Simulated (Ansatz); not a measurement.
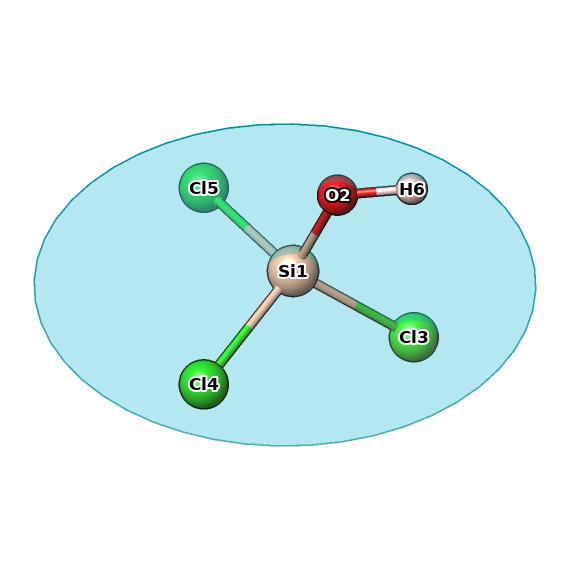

A disc through the centre of mass is drawn in. Depth is shown by fading: the farther an atom, the more it takes the colour of the background. The computed geometry is a stationary point of PBE0-D4/def2-TZVP, a saddle point of order 1.

> Is the plane of the disc a mirror plane of the structure?

Yes. The reflection leaves Si1, O2, Cl3, H6 in place and moves Cl4 ↔ Cl5. The point group is Cs.
